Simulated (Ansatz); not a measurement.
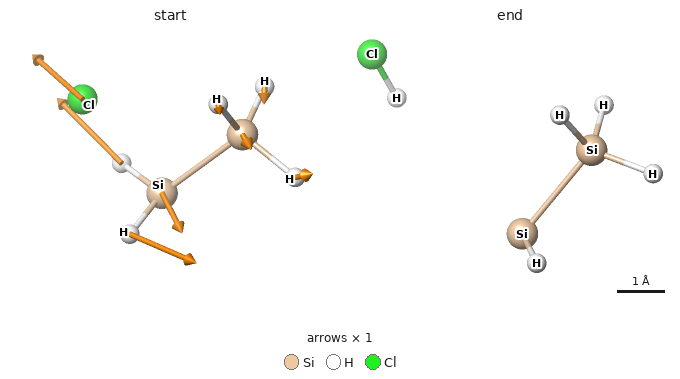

The structure of Si₂H₅Cl (coarse preliminary run) before (left) and after (right) a saddle-point search, at one scale. The orange arrows give the displacements, at their true length.

Style: ball-and-stick. Shown at a tilt.

The reaction that was planned forms Si1–H3, Si1–Cl4 and breaks H3–Cl4 (atoms numbered from 1 in input order).

Theory: Ansatz 0.2.0, RKS PBE0-D4/def2-SVP. 

What changed between the two?

Answer. The relaxation stopped without meeting its thresholds, so the last structure isn't shown to be converged. The atom that moves furthest after the best rigid fit is an H atom (2.30 Å). By element the largest moves are H 2.30 Å, Cl 1.89 Å, Si 1.16 Å. Near-neighbour distances that change, for instance: H–Si 1.557 → 4.932 Å, Cl–Si 2.659 → 5.479 Å, Cl–H 1.766 → 1.285 Å, Si–Si 2.345 → 2.390 Å. New bonds form: Cl–H (1.77 → 1.29 Å). Bonds break: H–Si (1.56 → 4.93 Å). Bond angles that change, for instance: Si–Si–H 111.7° → 88.3°, Si–Si–H 109.2° → 114.5°, Si–Si–H 109.0° → 105.7°. The search stopped after 28 steps with a largest force component of 0.034 eV/Å and a curvature of −0.03 eV/Å² along the mode that it followed.
